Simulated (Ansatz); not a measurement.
# CH3Al (SMILES C[Al]): HF/aug-pcseg-2 (sfX2C, density fitting with def2-universal-jkfit, accuracy low, start density atoms)

What is the vertical electron affinity of CH3Al at HF/aug-pcseg-2 (sfX2C, density fitting with def2-universal-jkfit, accuracy low, start density atoms)? 

Program for the calculation: Ansatz 0.2.0.

10 further runs of the same task are left out: 1 for a known fault of the program, 1 that didn't finish, 8 set aside as unsound or not needed. Runs told in other sessions of the task aren't counted.

## 1. Starting point

The species is CH3Al (5 atoms), meant as a singlet with charge 0. As SMILES, `C[Al]`. Geometry: relaxed at PBE0-D4/def2-TZVP.

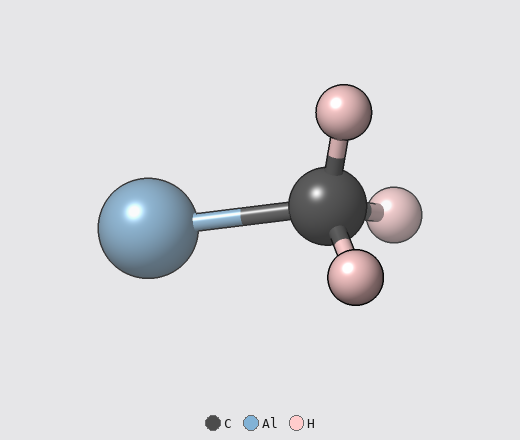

The structure, seen from a chosen angle (carbon dark grey, aluminium light blue, hydrogen pink).

## 2. A single-point energy at HF/aug-pcseg-2 (sfX2C, density fitting with def2-universal-jkfit, accuracy low, start density atoms)

Contents of job.yaml:

```yaml
crystal:
  periodic: [false, false, false]
  atoms:
    - {symbol: C, position_ang: [-0.131220, -0.057510, 0.054000]}
    - {symbol: Al, position_ang: [1.572690, 0.689240, -0.647230]}
    - {symbol: H, position_ang: [-0.230740, -1.127460, -0.171770]}
    - {symbol: H, position_ang: [-0.205100, 0.049890, 1.144270]}
    - {symbol: H, position_ang: [-1.005630, 0.445840, -0.379270]}
basis:
  gaussian: {orbitals: aug-pcseg-2, fitting: {mean_field: def2-universal-jkfit}}
total_charge: 0
accuracy: low
output: {orbitals: {seedname: orbitals}}
hamiltonian: {xc: hf, pseudopotentials: {relativity: scalar}}
```

On the command line:

```
ansatz run job.yaml --threads 1 --pin off --max-ram 3480MiB --events-out events.jsonl --progress --plain --runs-dir runs
```

Standard output:

```text
Warning: RAYON_NUM_THREADS=1 ignored (pool sized by the plan → 1); use --threads N
Functional definition: HF
  name "HF"
  exchange = exact_x
  correlation = 0
257 factors; integrals over basis functions are off by at most 1.1e0 eV
mean field evaluation 1: about -7668.5159 eV, gradient 3.4e1 eV
mean field evaluation 2: about -7670.9910 eV, gradient 1.7e1 eV
mean field evaluation 4: about -7671.7912 eV, gradient 4.1e-1 eV
mean field evaluation 8: about -7671.7929 eV, gradient 1.5e-5 eV
mean field -7671.79293569 eV, -281.9331902587 hartree, gradient 1.5e-5 eV, S^2 0.000000; 0 other end points of the search recorded, 0 dependent functions left out
reference -7671.79293569 eV, -281.9331902587 hartree; 11, 11 occupied and 154, 154 virtual orbitals, 257 factors
Total energy: -7671.79293569 eV, -281.9331902587 hartree
Relativity: scalar
```

Wall time 0.69 s (1 thread of Arm Neoverse V2, shared host).

## 3. The doublet anion at the same level

job.yaml, as its differences from that of step 2:

```diff
@@ -10,5 +10,6 @@
   gaussian: {orbitals: aug-pcseg-2, fitting: {mean_field: def2-universal-jkfit}}
-total_charge: 0
+hamiltonian: {xc: hf, pseudopotentials: {relativity: scalar}}
 accuracy: low
+magnetization: {spin_polarized: true, initial_magnetization: 1}
 output: {orbitals: {seedname: orbitals}}
-hamiltonian: {xc: hf, pseudopotentials: {relativity: scalar}}
+total_charge: -1
```

On the command line:

```
ansatz run job.yaml --threads 1 --pin off --max-ram 3480MiB --events-out events.jsonl --progress --plain --runs-dir runs
```

Standard output, shortened:

```text
Warning: RAYON_NUM_THREADS=1 ignored (pool sized by the plan → 1); use --threads N
[... 2 set-up lines as earlier in the session ...]
[...]
257 factors; integrals over basis functions are off by at most 1.1e0 eV
[...]
mean field -7671.38197371 eV, -281.9180876844 hartree, gradient 6.6e-6 eV, S^2 0.872001; 5 other end points of the search recorded, 0 dependent functions left out
reference -7671.38197371 eV, -281.9180876844 hartree; 12, 11 occupied and 153, 154 virtual orbitals, 257 factors
Total energy: -7671.38197371 eV, -281.9180876844 hartree
Relativity: scalar
```

Run time: 22 s. Hardware: 1 thread of Arm Neoverse V2, shared host.

## 4. What came out

Level: HF/aug-pcseg-2 (sfX2C, density fitting with def2-universal-jkfit, accuracy low, start density atoms).

| quantity | value |
| --- | --- |
| singlet CH3Al: total energy | -281.93319 Eh |
| singlet CH3Al: HOMO energy | -7.61 eV |
| singlet CH3Al: LUMO energy | 0.50 eV |
| singlet CH3Al: HOMO–LUMO gap | 8.11 eV |
| doublet anion: total energy | -281.91809 Eh |
| doublet anion: HOMO energy (highest over α and β) | 0.22 eV |
| doublet anion: LUMO energy (lowest over α and β) | 2.70 eV |
| doublet anion: ⟨S²⟩ | 0.872 |
| vertical electron affinity (to the doublet anion) | -0.411 eV |

The anion lies 0.41 eV (9.5 kcal/mol) above the neutral: the electron isn't bound at this level, and such a value depends on the basis. Hartree–Fock misses the correlation that binds many anions. The accuracy setting (singlet CH3Al) is loose, so the last digits carry no meaning. ⟨S²⟩ (doublet anion) is 0.87 where a pure doublet has 0.75: the reference is spin-contaminated. The accuracy setting (doublet anion) is loose, so the last digits carry no meaning. The HOMO (doublet anion) lies at positive energy, 0.22 eV: the electron is unbound at this level or held by a compact basis; values depend on the basis.
